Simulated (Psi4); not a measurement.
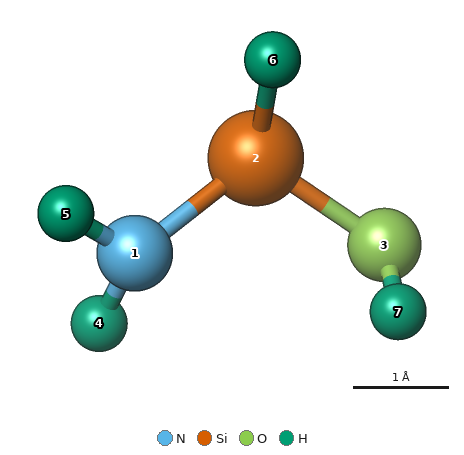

The structure (ball-and-stick view, seen at a tilt; atoms are numbered from 1 in the order of the input).

# SiNH4O: single-point calculation

The run: single-point calculation of SiNH4O, multiplicity 2, SMILES N[SiH]O. Method and program: wB97M-V/6-311+G**, UKS (Psi4 1.11).

The geometry comes from this level: PBE0-D4/def2-TZVP.

Input (h4nosi.inp):
```
memory 2200 mb

molecule mol {
  0 2
  N     -1.31317068     1.03613683    -1.08697047
  Si     0.55387873     0.30046645     1.47644302
  O      3.06683653    -1.27065185     0.51079297
  H     -0.67255353     2.20738909    -2.44681739
  H     -3.18570030     1.27216363    -0.81806244
  H     -1.13213492    -1.25080972     3.14582708
  H      2.79849542    -2.42338478    -0.86738429
  units au
  symmetry c1
}

set {
  basis                6-311+G**
  reference            uks
  puream               true
  e_convergence        1e-09
  d_convergence        1e-08
  scf_type             pk
  dft_radial_points    99
  dft_spherical_points 590
  maxiter              100
}

energy("wb97m-v")
```

Run on 1 thread of Intel Xeon (Granite Rapids), 32 GiB of memory available, shared host.

Launched with:
```bash
psi4 -n 1 h4nosi.inp h4nosi.out
```

Output:
```
Psi4 1.11 release

   => Loading Basis Set <=

    Name: 6-311+G**
    Role: ORBITAL
    Keyword: BASIS

         ---------------------------------------------------------
                                   SCF
                              UKS Reference
                        1 Threads,   2098 MiB Core
         ---------------------------------------------------------

  ==> Geometry <==

    Molecular point group: c1
    Full point group: C1

    Geometry (in Bohr), charge = 0, multiplicity = 2:

       Center              X                  Y                   Z               Mass
    ------------   -----------------  -----------------  -----------------  -----------------
         N           -2.022005134829     0.997510124827    -1.623389985667    14.003074004430
         SI          -0.154955724829     0.261839744827     0.940023504333    27.976926534650
         O            2.358002075171    -1.309278555173    -0.025626545667    15.994914619570
         H           -1.381387984829     2.168762384827    -2.983236905667     1.007825032230
         H           -3.894534754829     1.233536924827    -1.354481955667     1.007825032230
         H           -1.840969374829    -1.289436425173     2.609407564333     1.007825032230
         H            2.089660965171    -2.462011485173    -1.403803805667     1.007825032230

  Running in c1 symmetry.

  Rotational constants: A =      0.80838  B =      0.24625  C =      0.19927 [cm^-1]
  Rotational constants: A =  24234.56987  B =   7382.40499  C =   5974.09148 [MHz]
  Nuclear repulsion =  111.033668838006434

  Charge       = 0
  Multiplicity = 2
  Electrons    = 33
  Nalpha       = 17
  Nbeta        = 16

  ==> Algorithm <==

  SCF Algorithm Type is PK.
  DIIS enabled.
  MOM disabled.
  Fractional occupation disabled.
  Guess Type is SAD.
  Energy threshold   = 1.00e-09
  Density threshold  = 1.00e-08
  Integral threshold = 1.00e-12

  ==> Primary Basis <==

  Basis Set: 6-311+G**
    Blend: 6-311+G**
    Number of shells: 50
    Number of basis functions: 98
    Number of Cartesian functions: 101
    Spherical Harmonics?: true
    Max angular momentum: 2

  ==> DFT Potential <==

   => LibXC <=

    Version 7.1.2

   => Composite Functional: WB97M-V <=

    wB97M-V Hyb-GGA Exchange-Correlation Functional

    Deriv               =              1
    GGA                 =           TRUE
    Meta                =           TRUE

    Exchange Hybrid     =           TRUE
    MP2 Hybrid          =          FALSE

   => Exchange-Correlation Functionals <=

    1.0000   wB97M-V exchange-correlation functional

   => Exact (HF) Exchange <=

    0.8500            HF,LR [omega = 0.3000]
    0.1500               HF

   => LibXC Density Thresholds  <==

    XC_HYB_MGGA_XC_WB97M_V:  1.00E-13

   => VV10 Non-Local Parameters <=

    VV10 B              =     6.0000E+00
    VV10 C              =     1.0000E-02

   => Molecular Quadrature <=

    Radial Scheme          =       TREUTLER
    Pruning Scheme         =           NONE
    Nuclear Scheme         =       TREUTLER

    Blocking Scheme        =         OCTREE
    BS radius alpha        =              1
    Pruning alpha          =              1
    Radial Points          =             99
    Spherical Points       =            590
    Total Points           =         393764
    Total Blocks           =           2844
    Max Points             =            256
    Max Functions          =             98
    Weights Tolerance      =       1.00E-15

  ==> Integral Setup <==

  Using in-core PK algorithm.
   Calculation information:
      Number of atoms:                   7
      Number of AO shells:              50
      Number of primitives:             87
      Number of atomic orbitals:       101
      Number of basis functions:        98

      Integral cutoff                 1.00e-12
      Number of threads:                 1

  Performing in-core PK
  Using 35305578 doubles for integral storage.
  We computed 753689 shell quartets total.
  Whereas there are 813450 unique shell quartets.

  Computing range-separated integrals for PK
  We computed 753689 wK shell quartets total.
  Whereas there are 813450 wK unique shell quartets.

  ==> DiskJK: Disk-Based J/K Matrices <==

    J tasked:                  Yes
    K tasked:                  Yes
    wK tasked:                 Yes
    Omega:               3.000E-01
    Memory [MiB]:              703
    Schwarz Cutoff:          1E-12

  Cached 33.3% of DFT collocation blocks in 0.722 [GiB].

  Minimum eigenvalue in the overlap matrix is 1.7258311300E-03.
  Reciprocal condition number of the overlap matrix is 2.3361925807E-04.
    Using symmetric orthogonalization.

  ==> Pre-Iterations <==

  SCF Guess: Superposition of Atomic Densities via on-the-fly atomic UHF (no occupation information).

   -------------------------
    Irrep   Nso     Nmo
   -------------------------
     A         98      98
   -------------------------
    Total      98      98
   -------------------------

  ==> Iterations <==

                        Total Energy        Delta E     RMS |[F,P]|

   @UKS iter SAD:  -421.15351096094111   -4.21154e+02   0.00000e+00
   @UKS iter   1:  -421.57567362716247   -4.22163e-01   9.05191e-03 ADIIS/DIIS
   @UKS iter   2:  -421.54812732775429    2.75463e-02   9.39332e-03 ADIIS/DIIS
   @UKS iter   3:  -421.86892903245092   -3.20802e-01   6.67196e-04 ADIIS/DIIS
   @UKS iter   4:  -421.87030300800154   -1.37398e-03   2.64122e-04 ADIIS/DIIS
   @UKS iter   5:  -421.87055561462626   -2.52607e-04   1.22714e-04 ADIIS/DIIS
   @UKS iter   6:  -421.87062009861035   -6.44840e-05   2.04155e-05 DIIS
   @UKS iter   7:  -421.87062606679478   -5.96818e-06   5.59722e-06 DIIS
   @UKS iter   8:  -421.87062698940866   -9.22614e-07   1.85478e-06 DIIS
   @UKS iter   9:  -421.87062708866279   -9.92541e-08   5.25475e-07 DIIS
   @UKS iter  10:  -421.87062709682039   -8.15760e-09   1.44908e-07 DIIS
   @UKS iter  11:  -421.87062709757015   -7.49765e-10   4.64239e-08 DIIS
   @UKS iter  12:  -421.87062709763438   -6.42331e-11   1.29770e-08 DIIS
   @UKS iter  13:  -421.87062709763865   -4.26326e-12   3.54372e-09 DIIS
  Energy and wave function converged.

  ==> Post-Iterations <==

   Electrons on quadrature grid:
      Nalpha   =   17.0000001230 ; deviation = 1.230e-07
      Nbeta    =   15.9999998862 ; deviation = -1.138e-07
      Ntotal   =   33.0000000092 ; deviation = 9.228e-09

   @Spin Contamination Metric:   1.374443031E-03
   @S^2 Expected:                7.500000000E-01
   @S^2 Observed:                7.513744430E-01
   @S   Expected:                5.000000000E-01
   @S   Observed:                5.000000000E-01

    Orbital Energies [Eh]
    ---------------------

    Alpha Occupied:

       1A    -66.426006     2A    -19.333196     3A    -14.498019
       4A     -5.461536     5A     -3.778789     6A     -3.775639
       7A     -3.774208     8A     -1.136857     9A     -0.987920
      10A     -0.675218    11A     -0.614703    12A     -0.594513
      13A     -0.497160    14A     -0.475695    15A     -0.434287
      16A     -0.406383    17A     -0.270459

    Alpha Virtual:

      18A      0.028294    19A      0.040222    20A      0.052873
      21A      0.062021    22A      0.121486    23A      0.124703
      24A      0.141789    25A      0.156800    26A      0.175223
      27A      0.197836    28A      0.200894    29A      0.210155
      30A      0.224769    31A      0.248149    32A      0.273406
      33A      0.280366    34A      0.302796    35A      0.331324
      36A      0.354019    37A      0.385335    38A      0.400318
      39A      0.464789    40A      0.536121    41A      0.586894
      42A      0.615900    43A      0.627153    44A      0.700942
      45A      0.762274    46A      0.778816    47A      0.803890
      48A      0.900919    49A      0.926585    50A      0.975809
      51A      1.021778    52A      1.134245    53A      1.149497
      54A      1.160817    55A      1.194729    56A      1.250454
      57A      1.273157    58A      1.336542    59A      1.347054
      60A      1.467262    61A      1.510702    62A      1.529300
      63A      1.590733    64A      1.641934    65A      1.708494
      66A      1.769089    67A      1.890940    68A      2.023038
      69A      2.048173    70A      2.070197    71A      2.137780
      72A      2.490120    73A      2.503332    74A      2.533451
      75A      2.580895    76A      2.632732    77A      2.687232
      78A      2.827906    79A      2.982651    80A      3.022792
      81A      3.098649    82A      3.197846    83A      3.218290
      84A      3.418097    85A      3.919693    86A      3.967716
      87A      4.364952    88A      4.814603    89A      5.128165
      90A      5.177452    91A      5.618797    92A      5.846938
      93A     11.546917    94A     11.657253    95A     11.700713
      96A     35.999277    97A     50.440814    98A    142.116758

    Beta Occupied:

       1A    -66.422677     2A    -19.331662     3A    -14.495464
       4A     -5.457878     5A     -3.773240     6A     -3.771850
       7A     -3.769528     8A     -1.133382     9A     -0.982216
      10A     -0.662020    11A     -0.611220    12A     -0.588010
      13A     -0.487794    14A     -0.468830    15A     -0.424768
      16A     -0.388754

    Beta Virtual:

      17A     -0.012834    18A      0.030497    19A      0.040066
      20A      0.051443    21A      0.066040    22A      0.121772
      23A      0.128393    24A      0.147204    25A      0.164514
      26A      0.178338    27A      0.201263    28A      0.203382
      29A      0.213290    30A      0.227211    31A      0.250470
      32A      0.273394    33A      0.282406    34A      0.304298
      35A      0.336763    36A      0.355882    37A      0.389812
      38A      0.412367    39A      0.469448    40A      0.551522
      41A      0.597126    42A      0.624841    43A      0.636289
      44A      0.720981    45A      0.771028    46A      0.789168
      47A      0.844330    48A      0.909245    49A      0.935196
      50A      0.995579    51A      1.030376    52A      1.138255
      53A      1.153786    54A      1.167646    55A      1.201615
      56A      1.283482    57A      1.295138    58A      1.356514
      59A      1.360842    60A      1.474817    61A      1.514483
      62A      1.541909    63A      1.610021    64A      1.658322
      65A      1.710459    66A      1.775207    67A      1.894258
      68A      2.026786    69A      2.073811    70A      2.082746
      71A      2.142006    72A      2.497112    73A      2.508147
      74A      2.539985    75A      2.587559    76A      2.668803
      77A      2.699383    78A      2.832587    79A      2.986761
      80A      3.026738    81A      3.103084    82A      3.201078
      83A      3.221281    84A      3.421218    85A      3.922916
      86A      3.981120    87A      4.368790    88A      4.819775
      89A      5.131117    90A      5.179875    91A      5.622742
      92A      5.855128    93A     11.561999    94A     11.662514
      95A     11.704681    96A     36.001372    97A     50.442414
      98A    142.121395

    Final Occupation by Irrep:
              A
    DOCC [    16 ]
    SOCC [     1 ]
    NA   [    17 ]
    NB   [    16 ]

  @UKS Final Energy:  -421.87062709763865

   => Energetics <=

    Nuclear Repulsion Energy =            111.0336688380064345
    One-Electron Energy =                -802.3476156928476257
    Two-Electron Energy =                 297.4099473358045316
    DFT Exchange-Correlation Energy =     -28.1015658104474078
    Empirical Dispersion Energy =           0.0000000000000000
    VV10 Nonlocal Energy =                  0.1349382318454578
    Total Energy =                       -421.8706270976386463

  UHF NO Occupations:
  HONO-2 :   15  A 1.9997985
  HONO-1 :   16  A 1.9996284
  HONO-0 :   17  A 1.0000000
  LUNO+0 :   18  A 0.0003716
  LUNO+1 :   19  A 0.0002015
  LUNO+2 :   20  A 0.0000593
  LUNO+3 :   21  A 0.0000230

Computation Completed

Properties will be evaluated at   0.000000,   0.000000,   0.000000 [a0]

Properties computed using the SCF density matrix

 Multipole Moments:

 ------------------------------------------------------------------------------------
     Multipole            Electronic (a.u.)      Nuclear  (a.u.)        Total (a.u.)
 ------------------------------------------------------------------------------------

 L = 1.  Multiply by 2.5417464519 to convert [e a0] to [Debye]
 Dipole X            :          1.7876901           -2.4866306           -0.6989406
 Dipole Y            :          0.3564453           -0.1750497            0.1813956
 Dipole Z            :          0.9193383           -1.5405283           -0.6211901
 Magnitude           :                                                    0.9525226

 ------------------------------------------------------------------------------------

	total time  =        108 seconds =       1.80 minutes

    Psi4 run time: 0:01:47.46
```

Summary:

```csv
quantity,value
outcome,converged
total energy,−421.870627 hartree
basis functions,98
⟨S²⟩,0.751
dipole moment,2.42 D
wall time,1.8 min
peak memory,1.2 GiB
```
